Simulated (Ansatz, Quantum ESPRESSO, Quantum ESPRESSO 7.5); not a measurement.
# Cl-SiC-Cl chair, 1 layer: biaxial strain by an ASE script

Aim: band edges, gap and stiffness of Cl-SiC-Cl chair, 1 layer under biaxial strain.

Calculated with Quantum ESPRESSO 7.5; plane-wave DFT, PBE, GBRV ultrasoft pseudopotentials (geometry by Ansatz 0.2.0 with PAW datasets; geometry under PBE).

### Step 1. The structure

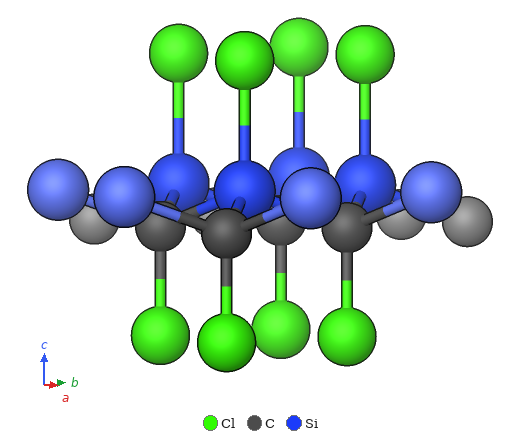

The starting structure, seen from the side, with the c axis up (chlorine green, carbon dark grey, silicon blue). 2×2×1 cells are drawn. Some periodic images of atoms are drawn too.

The cell holds 4 atoms: 2 Cl, 1 C and 1 Si. Cell: a = 3.086 Å, b = 3.086 Å, c = 19.533 Å, α = 90.0°, β = 90.0°, γ = 120.0°. Vacuum lies along c.

This sheet is a model structure: its symmetry is held, and its stability is not tested here.

### Step 2. Geometry from Ansatz

The geometry comes first, from a plane-wave PAW code, so that the later runs on this slab share one structure.

Input file input.yaml:

```yaml
crystal:
  lattice:
    - [3.0855, 0.0, 0.0]
    - [-1.54275, 2.6721213834, 0.0]
    - [0.0, 0.0, 19.5333333333]
  atoms:
    - { symbol: Cl, position: [0.6666666667, 0.3333333333, 0.3839590444] }
    - { symbol: C, position: [0.6666666667, 0.3333333333, 0.4750853242] }
    - { symbol: Si, position: [0.3333333333, 0.6666666667, 0.506996587] }
    - { symbol: Cl, position: [0.3333333333, 0.6666666667, 0.6160409556] }
kpoints:
  mp_grid: { grid: [12, 12, 1] }
hamiltonian:
  xc: pbe
scf:
  occupations: { method: fermi_dirac, width: 0.05 }
  convergence: { dr2_threshold: 1.0e-08 }
efield:
  axis: 3
  dipole_correction: true
  ramp_position: 0.97
  ramp_width: 0.04
relax:
  f_tol: 0.01
  cell: { fix: [c, alpha, beta] }
output:
  write_potential: true
  write_density: true
  volumetric_format: npy
```

Command:

```sh
> ansatz run input.yaml --threads 2 --pin off --max-ram 4096MiB --backend cpu --events-out ev --progress --plain --runs-dir out
```

Numbers of over 12 decimals in the logs are rounded to 6 here.

Output:

```text
Warning: relax.cell: scf.convergence.dr2_threshold = 1e-8 eV is looser than the 4e-10 eV advised for a relaxation that steers and ends on the stress (1e-10 eV for each atom of the cell: 4). What an SCF threshold leaves in a stress goes as its square root, and in the free energy as the threshold itself, and one threshold admits the most on a small cell: [figures from the program's tests cut] Set scf.convergence.dr2_threshold to 4e-10 eV or tighter. The threshold is an SCF's pass mark: one that does not reach it within its budget of iterations ends unconverged, or closes short of it on a stop that the run arms, and scf.convergence.dr2_threshold's page says what that costs each kind of run
Engine: ansatz 0.2.0, aarch64-unknown-linux-gnu
Pseudopotentials: kind: paw
Pseudopotential: Cl, paw, valence charge 7, recommended cutoff 420 eV (normal), Cl.paw.azcp
Pseudopotential: C, paw, valence charge 4, recommended cutoff 420 eV (normal), C.paw.azcp
Pseudopotential: Si, paw, valence charge 4, recommended cutoff 420 eV (normal), Si.paw.azcp
Functional definition: PBE
  parameter kappa = 0.804
  parameter beta = 0.066725
  exchange = pbe_x(kappa = kappa, mu = beta*pi^2/3)
  correlation = pbe_c(beta = beta)
Crystal: 4 atoms, lattice volume = 161.049 Å³
Basis set: ecut = 420 eV, 3161 PW (Γ), exchange–correlation on 48×48×270 points (8 copies of the dense FFT grid, shifted against one another)
Bands: 15, of which v1, the nominal top of the filled ones, is band 11 counted from 1 (10 counted from 0)
Symmetry: 6 space group operations
Space group: P3m1 (ITA 156), of the structure as read, at distance tolerance 5.4e-5 Å
k-points: 19 of 144 (time reversal used)
Non-local potential: Cl, projectors of the file, l = 0: 2, l = 1: 2, l = 2: 2
Non-local potential: C, projectors of the file, l = 0: 2, l = 1: 2, l = 2: 1
Non-local potential: Si, projectors of the file, l = 0: 2, l = 1: 2, l = 2: 2
PAW form: soft (Blöchl's): semilocal exchange-correlation on the pseudo side does not see the compensation charge
PAW one-centre angular grid: Cl, 110 points (default); XC on 64 Gauss nodes
PAW one-centre angular grid: C, 110 points (default); XC on 64 Gauss nodes
PAW one-centre angular grid: Si, 110 points (default); XC on 64 Gauss nodes
Initial density: superposition of atomic densities (neutral atoms: chi_scale 0, normalization atom), corrected by the library's trained network
Initial wavefunctions: pseudopotential atomic-orbital guess
Functional: x = pbe(κ = 0.804, μ = 0.219515), c = pbe(β = 0.066725)
SCF iter   1: F=—  HF=-3046.342218 eV  |F-HF|=—  |Δ(HF+E_count)|=         —  Δρ=2.80e-3  dr2=6.93e-2  ethr=1.77e-3  p=-0.035 e·Å  D=-3.90e-2 V/Å  ΔV_dip=0.76 eV  dr2_dipole=1.42e-2  V_vac-E_F(+/−)=4.93/4.16 eV  ⟨swp⟩=9.1  Hψ=2249  notcnv=0
efield: sawtooth ramp at fractional position 0.9700 (set: `efield.ramp_position`, or a place that a band, a saddle search or an elastic batch's reference lends), width 0.0400; the density the first Hamiltonian is built on has a dipole p = -0.035 e·Å; the dipole correction subtracts the counter field D = -3.90e-2 V/Å, which shifts the + side's vacuum level by +0.76 eV against the − side's; the planar-averaged density in the ramp window peaks in size at 8.9e-5 e/Å³
preconditioner: auto → none  [insulator: Δε(μ)=1.734 eV  Ē_g=11.570 eV  σ=0.050 eV  W_gap=1.00  n_scr=12 (ndim 8)  ℏωp=13.7 eV  f_vac=0.590  D(μ)=0.00/eV (n_scr^D=0)  ε∞_Penn≈2.4]
SCF iter   2: F=—  HF=-3046.389778 eV  |F-HF|=—  |Δ(HF+E_count)|=   4.76e-2  Δρ=5.49e-3  dr2=3.14e-1  ethr=3.15e-4  p=0.045 e·Å  D=5.04e-2 V/Å  ΔV_dip=-0.98 eV  dr2_dipole=1.34e-1  V_vac-E_F(+/−)=3.50/4.49 eV  ⟨swp⟩=4.4  Hψ=788  notcnv=0  recentre
SCF iter   3: F=—  HF=-3046.330388 eV  |F-HF|=—  |Δ(HF+E_count)|=   5.94e-2  Δρ=1.47e-3  dr2=9.72e-3  ethr=3.15e-4  p=-0.026 e·Å  D=-2.95e-2 V/Å  ΔV_dip=0.58 eV  dr2_dipole=1.13e-3  V_vac-E_F(+/−)=4.65/4.08 eV  ⟨swp⟩=4.0  Hψ=667  notcnv=0
SCF iter   4: F=—  HF=-3046.329878 eV  |F-HF|=—  |Δ(HF+E_count)|=   5.10e-4  Δρ=5.57e-4  dr2=1.27e-3  ethr=4.42e-5  p=-0.027 e·Å  D=-3.01e-2 V/Å  ΔV_dip=0.59 eV  dr2_dipole=3.62e-5  V_vac-E_F(+/−)=4.46/3.87 eV  ⟨swp⟩=2.8  Hψ=606  notcnv=0
SCF iter   5: F=—  HF=-3046.329894 eV  |F-HF|=—  |Δ(HF+E_count)|=   1.63e-5  Δρ=3.18e-4  dr2=2.37e-4  ethr=5.75e-6  p=-0.029 e·Å  D=-3.27e-2 V/Å  ΔV_dip=0.64 eV  dr2_dipole=2.38e-6  V_vac-E_F(+/−)=4.50/3.86 eV  ⟨swp⟩=2.1  Hψ=425  notcnv=0
SCF iter   6: F=—  HF=-3046.329963 eV  |F-HF|=—  |Δ(HF+E_count)|=   6.91e-5  Δρ=1.36e-4  dr2=2.09e-5  ethr=1.08e-6  p=-0.030 e·Å  D=-3.38e-2 V/Å  ΔV_dip=0.66 eV  dr2_dipole=4.51e-7  V_vac-E_F(+/−)=4.49/3.83 eV  ⟨swp⟩=2.6  Hψ=453  notcnv=0
SCF iter   7: F=—  HF=-3046.329981 eV  |F-HF|=—  |Δ(HF+E_count)|=   1.73e-5  Δρ=4.25e-5  dr2=2.85e-6  ethr=9.50e-8  p=-0.031 e·Å  D=-3.45e-2 V/Å  ΔV_dip=0.67 eV  dr2_dipole=3.07e-8  V_vac-E_F(+/−)=4.50/3.82 eV  ⟨swp⟩=2.5  Hψ=519  notcnv=0
SCF iter   8: F=—  HF=-3046.330023 eV  |F-HF|=—  |Δ(HF+E_count)|=   4.23e-5  Δρ=1.00e-5  dr2=1.33e-7  ethr=1.30e-8  p=-0.031 e·Å  D=-3.46e-2 V/Å  ΔV_dip=0.68 eV  dr2_dipole=1.55e-10  V_vac-E_F(+/−)=4.50/3.82 eV  ⟨swp⟩=2.1  Hψ=445  notcnv=0
SCF iter   9: F=-3046.330023 eV  HF=-3046.330023 eV  |F-HF|=6.55e-9  |Δ(HF+E_count)|=   2.43e-7  Δρ=2.62e-6  dr2=5.34e-9  ethr=4.55e-11  p=-0.031 e·Å  D=-3.46e-2 V/Å  ΔV_dip=0.68 eV  dr2_dipole=1.04e-11  V_vac-E_F(+/−)=4.50/3.82 eV  ⟨swp⟩=8.3  Hψ=2294  notcnv=0
SCF 1 converged in 9 iterations: F = -3046.330023 eV  dr2 = 5.34e-9
  greatest PAW one-centre occupation: 0.913 electrons in one spin orbital (limit 2), on the Cl atom at site 3 (counted from 0), in its partial waves of l = 0
relax step   1: F+E_penalty+E_count = -3046.33002319 eV  Δ(F+E_penalty+E_count) = +0.000e0 eV  max|allowed force component| = 1.577e0 eV/Å  Δτ_max = 0.0000 Å  P = +3.502 GPa  Ω = 161.049 Å³  fix = [c, alpha, beta]  reactions: c -2.646 GPa  (9 SCF iters, accepted)
Crystal: 4 atoms, lattice volume = 177.133 Å³
Basis set: ecut = 420 eV, 3485 PW (Γ), exchange–correlation on 48×48×270 points (8 copies of the dense FFT grid, shifted against one another)
Initial density: handed on by an earlier stage of this run
Initial wavefunctions: those handed on with the density
iter 1 solved again at ethr=1.46e-3 eV; its pass at ethr=3.10e-3 eV (dr2=3.20e-1 eV) is discarded
SCF iter   1: F=—  HF=-3046.817917 eV  |F-HF|=—  |Δ(HF+E_count)|=         —  Δρ=1.23e-2  dr2=3.19e-1  ethr=1.46e-3  p=-0.034 e·Å  D=-3.46e-2 V/Å  ΔV_dip=0.68 eV  dr2_dipole=2.11e-5  V_vac-E_F(+/−)=4.34/3.66 eV  ⟨swp⟩=1.0  Hψ=2483  notcnv=0
[...]
relax step   7: F+E_penalty+E_count = -3046.80870976 eV  Δ(F+E_penalty+E_count) = -1.004e-2 eV  max|allowed force component| = 3.875e-3 eV/Å  Δτ_max = 0.0000 Å  P = +0.064 GPa  Ω = 181.150 Å³  fix = [c, alpha, beta]  reactions: c +0.003 GPa  stress off target by 9.49e-2 GPa on what of the cell is left free  SCF on the basis re-selected at this cell (its energy is not comparable with the rows above)  (6 SCF iters)
[...]
relax step   8: F+E_penalty+E_count = -3046.80869712 eV  Δ(F+E_penalty+E_count) = +1.263e-5 eV  max|allowed force component| = 6.203e-2 eV/Å  Δτ_max = 0.0018 Å  P = +0.009 GPa  Ω = 181.487 Å³  energy of the carried Pulay correction = -7.156e-5 eV  fix = [c, alpha, beta]  reactions: c -0.021 GPa  (7 SCF iters, accepted)
[...]
relax step   9: F+E_penalty+E_count = -3046.80874603 eV  Δ(F+E_penalty+E_count) = -4.891e-5 eV  max|allowed force component| = 9.689e-4 eV/Å  Δτ_max = 0.0014 Å  P = +0.002 GPa  Ω = 181.556 Å³  energy of the carried Pulay correction = -8.641e-5 eV  fix = [c, alpha, beta]  reactions: c +0.002 GPa  (6 SCF iters, accepted)
iter 1 solved again at ethr=1.59e-6 eV; its pass at ethr=3.10e-3 eV (dr2=3.49e-4 eV) is discarded
SCF iter   1: F=—  HF=-3046.808919 eV  |F-HF|=—  |Δ(HF+E_count)|=         —  Δρ=6.61e-6  dr2=3.44e-8  ethr=1.59e-6  p=-0.008 e·Å  D=-8.42e-3 V/Å  ΔV_dip=0.16 eV  dr2_dipole=1.10e-10  V_vac-E_F(+/−)=4.53/4.36 eV  ⟨swp⟩=2.6  Hψ=2985  notcnv=0
efield: sawtooth ramp at fractional position 0.9700 (set: `efield.ramp_position`, or a place that a band, a saddle search or an elastic batch's reference lends), width 0.0400; the density the first Hamiltonian is built on has a dipole p = -0.008 e·Å; the dipole correction subtracts the counter field D = -8.42e-3 V/Å, which shifts the + side's vacuum level by +0.16 eV against the − side's; the planar-averaged density in the ramp window peaks in size at 3.6e-7 e/Å³
eigensolver tolerance schedule: the retry pair's looser diagonalisation over-reported the residual by 10142.53 of it (diagonalisation noise at an unbounded share of the residual, at the tolerance the schedule requests for it); recorded, not acted on — ethr = c·dr2/N_el stays at c = 1.0e-1
preconditioner: auto → none  [insulator: Δε(μ)=2.235 eV  Ē_g=11.356 eV  σ=0.050 eV  W_gap=1.00  n_scr=10 (ndim 8)  ℏωp=12.9 eV  f_vac=0.601  D(μ)=0.00/eV (n_scr^D=0)  ε∞_Penn≈2.3]
SCF iter   2: F=—  HF=-3046.808832 eV  |F-HF|=—  |Δ(HF+E_count)|=   8.69e-5  Δρ=4.43e-6  dr2=7.03e-8  ethr=1.56e-10  p=-0.008 e·Å  D=-8.41e-3 V/Å  ΔV_dip=0.16 eV  dr2_dipole=1.48e-9  V_vac-E_F(+/−)=4.53/4.36 eV  ⟨swp⟩=4.2  Hψ=818  notcnv=0
iter 3 met the thresholds in force, and the SCF goes on: an eigenvalue changes by 4.37 meV, over its tolerance of 3.16 meV (output.eigenvalues, Limitations)
SCF iter   3: F=-3046.808836 eV  HF=-3046.808833 eV  |F-HF|=2.93e-6  |Δ(HF+E_count)|=   1.21e-6  Δρ=2.31e-6  dr2=3.56e-9  ethr=4.55e-11  p=-0.008 e·Å  D=-8.42e-3 V/Å  ΔV_dip=0.16 eV  dr2_dipole=2.84e-10  V_vac-E_F(+/−)=4.53/4.36 eV  ⟨swp⟩=10.2  Hψ=2411  notcnv=0
SCF iter   4: F=-3046.808836 eV  HF=-3046.808835 eV  |F-HF|=1.22e-6  |Δ(HF+E_count)|=   1.71e-6  Δρ=1.32e-6  dr2=3.86e-9  ethr=1.62e-11  p=-0.008 e·Å  D=-8.41e-3 V/Å  ΔV_dip=0.16 eV  dr2_dipole=1.29e-9  V_vac-E_F(+/−)=4.53/4.36 eV  ⟨swp⟩=7.4  Hψ=2063  notcnv=0
SCF 10 converged in 4 iterations: F = -3046.808836 eV  dr2 = 3.86e-9
relax step  10: F+E_penalty+E_count = -3046.80883589 eV  Δ(F+E_penalty+E_count) = -8.986e-5 eV  max|allowed force component| = 9.315e-4 eV/Å  Δτ_max = 0.0000 Å  P = +0.002 GPa  Ω = 181.556 Å³  fix = [c, alpha, beta]  reactions: c +0.002 GPa  stress off target by 1.67e-3 GPa on what of the cell is left free  SCF on the basis re-selected at this cell (its energy is not comparable with the rows above)  (4 SCF iters)
basis re-selected at this cell: Δ(F+E_penalty+E_count) = -8.986e-5 eV, ΔP = +0.000 GPa vs the last step (what re-selecting the basis moved, of the pressure what is left beyond the Pulay correction that the steps carried, after the strain that the cell walked since its last selection, with what the two solves' SCF thresholds leave and, on support functions, any second-order correction that the steps lacked; it is no m [...]
WARN: The input density's exchange-correlation potential varies sharply where the density is thin. Do not read a vacuum level from v_tot or v_xc, or from such a field of the output density. On a cell that repeats whose density bears no net charge and no dipole along the vacuum's axis use v_es (v_loc + v_h of the components); under efield.dipole_correction with no amplitude use v_es + v_field, which holds any external [...]
SCF converged after 4 iterations
an eigenvalue changed by more than its tolerance at an iteration that met the thresholds in force, so the SCF went on 1 time: the last check found none over its tolerance
Free energy (F): -3046.808836 eV
Harris-Foulkes:  -3046.808835 eV  (|F-HF|=1.22e-6)
Internal energy: -3046.808836 eV  (E = F + TS)
E sigma→0 (E₀):  -3046.808836 eV
Fermi energy:    -0.283406 eV
Dipole field:    D = -0.008460 V/Å  (p = -0.008489 e·Å, saw-weighted, corrected)
Work function:   Φ+ = 4.5264 eV   Φ− = 4.3612 eV
Levels:          The Fermi level and band energies are counted from a zero that moves with the ramp; work functions are not
--- Per-component energies (eV) ---
  E_band       = -178.422169
  E_kinetic    = 452.598863
  E_local      = -7505.429629  (includes V_loc(G=0)·N_el)
  E_nonlocal   = 108.120575
  E_hartree    = 3559.240705
  E_xc         = -317.351436
  E_vxc        = -350.254463  (∫ρ·V_xc dr)
  E_paw        = -1929.796702  (= ΣΔE_a)
  E_vpaw       = -1.962148  (= ΣTr[D̂ρ^β])
  E_aug_tail   = 0.000194  (compensation charges beyond the density's cutoff)
  E_efield     = 0.000036  (sawtooth field / dipole correction)
  E_vefield    = 0.022818  (∫n·V_field dr)
  E_ewald      = 2585.808558
  E_smearing   = -0.000000  (= −TS)
  E_closure    = -0.000000  (closes the sum)
  Σ components = -3046.808836   (vs F -3046.808836, Δ=0.00e0)
--- Forces (eV/Å), atoms counted from 1 ---
  atom   1  Cl    -0.00000000    -0.00000000    -0.00078495
  atom   2  C      0.00000000     0.00000000    -0.00028235
  atom   3  Si     0.00000000    -0.00000000     0.00093790
  atom   4  Cl     0.00000000     0.00000000     0.00015516
  max |Σ_I F_I| component: 2.58e-5 eV/Å
--- Stress (GPa, compression-positive) ---
        0.001672       0.000000       0.000000
       -0.000000       0.001672      -0.000000
        0.000000      -0.000000       0.002007
  P = ⅓ Tr σ = 0.0018 GPa (0.018 kbar)
--- Band table (eV; the first three rows and the last of 19) ---
  k-point 0: bands = [... 7 lower, -2.7054, -2.7054, -1.4265, -1.4265, 0.8083, 1.6638, 3.5837, 4.1853]
  k-point 1: bands = [... 7 lower, -2.9699, -2.7567, -1.7380, -1.4883, 1.0431, 1.9278, 3.6467, 3.9929]
  k-point 2: bands = [... 7 lower, -3.6032, -2.8951, -2.4705, -1.6474, 1.3577, 2.3076, 3.7909, 4.1166]
  k-point 18: bands = [... 7 lower, -5.1898, -4.6034, -3.9467, -3.8351, 2.5570, 3.6683, 4.0256, 5.4882]
--- Relaxed structure (8 steps of the walk, 8 accepted, 2 SCFs on fresh bases) ---
  F+E_penalty+E_count = -3046.80883589 eV   max|allowed force component| = 9.315e-4 eV/Å   (the final SCF, on the basis selected at the relaxed cell)
  cell:  # Å, volume = 181.5560 Å³
    - [3.276059, 0.0, 0]
    - [-1.638030, 2.837151, 0]
    - [0, 0, 19.5333333333]
  atoms:
    - { symbol: Cl, position: [0.666667, 0.333333, 0.384829] }
    - { symbol: C, position: [0.666667, 0.333333, 0.478799] }
    - { symbol: Si, position: [0.333333, 0.666667, 0.506846] }
    - { symbol: Cl, position: [0.333333, 0.666667, 0.611608] }
```

It took 21 s on 2 threads of Arm Neoverse V2, shared host; peak memory 0.39 GiB; 40 s of CPU time.

Step by step:

```csv
step,energy less that of the first step (eV),largest force component (eV/Å),pressure (GPa),volume (Å³)
1,0.0000,1.5771,3.50,161.05
2,-0.3955,1.3467,1.62,177.13
3,-0.4638,0.2233,0.51,179.38
4,-0.4686,0.0381,0.07,180.72
5,-0.4686,0.0227,-0.01,181.08
6,-0.4686,0.0037,-0.01,181.15
7*,-0.4787,0.0039,0.06,181.15
8,-0.4787,0.0620,0.01,181.49
9,-0.4787,0.0010,0.00,181.56
10*,-0.4788,0.0009,0.00,181.56
```

Relaxation steps marked * repeat the geometry before them on a plane-wave basis chosen anew for their cell, so energy and pressure can jump there.

Forces are held to the 6 operations that the run works with; a distortion that breaks them can't arise in this run.

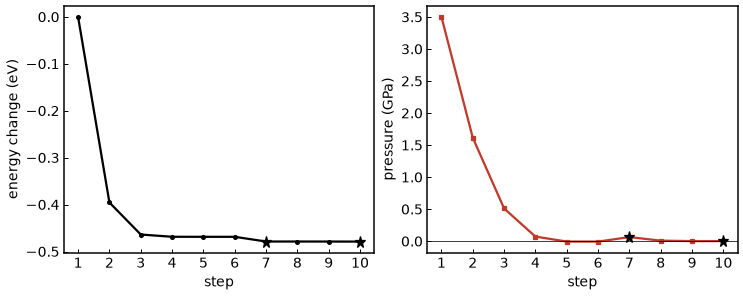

Energy and pressure along the relaxation. Stars mark steps on a basis chosen anew.

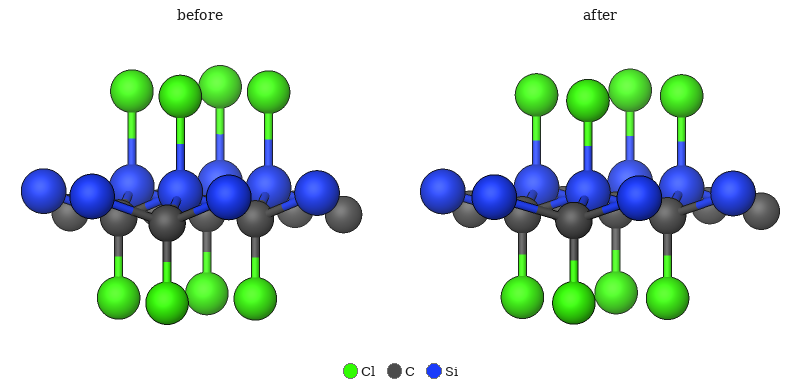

Before and after, at one scale.

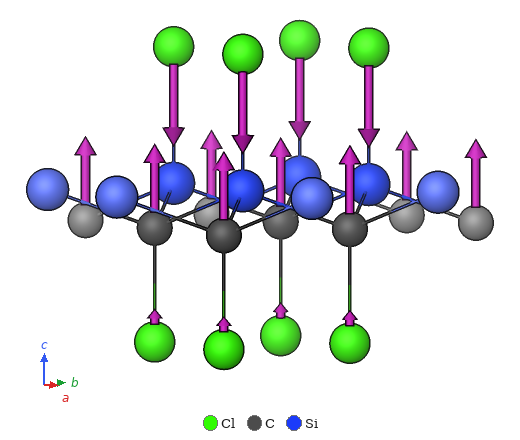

Displacements in the relaxation, exaggerated, measured against the changing cell; the longest in the cell stands for 0.09 Å. 2×2×1 cells are drawn. Some periodic images of atoms are drawn too.

```csv
cell as run,before,after,change
a (Å),3.086,3.276,+6.2 %
b (Å),3.086,3.276,+6.2 %
```

The atoms that moved most (Å, along periodic axes as changes of fractional coordinates times the final cell, across vacuum about the mean position):

| atom | dx | dy | dz | length |
| --- | --- | --- | --- | --- |
| Cl4 | 0.000 | 0.000 | -0.087 | 0.087 |
| C2 | 0.000 | 0.000 | 0.073 | 0.073 |
| Cl1 | 0.000 | 0.000 | 0.017 | 0.017 |

Final coordinates:

```xyz
4
Lattice="3.2761 0.0000 0.0000 -1.6380 2.8372 0.0000 0.0000 0.0000 19.5333" Properties=species:S:1:pos:R:3
Cl    1.6380    0.9457    7.5170
C     1.6380    0.9457    9.3525
Si    0.0000    1.8914    9.9004
Cl    0.0000    1.8914   11.9467
```

Read from the output:

```
free energy                                                      : -3046.8088 eV
Fermi energy                                                     : -0.2834 eV
gap by band count                                                : 2.235 eV
symmetry operations                                              : 6
dipole along the normal                                          : -0.008489 e·Å
vacuum level at the upper face over a Fermi level inside the gap : 4.526 eV
vacuum level at the lower face over a Fermi level inside the gap : 4.361 eV
```

(Part 1 of 2 ends here.)

[Logs are printed without paths, hosts, clocks, repeated set-up lines and the standing remarks that a program may print on its own settings, such as how far it seeks lower states.]

[Hosts, paths, dates, database ids (printed as entryN), source tags and the programs' standing remarks are cut or masked in the printed files.]

[Maps of the electrostatic potential energy from Ansatz leave out the sawtooth potential of an applied field or a dipole correction, so their vacuum need not be flat; planar profiles and work functions include it.]
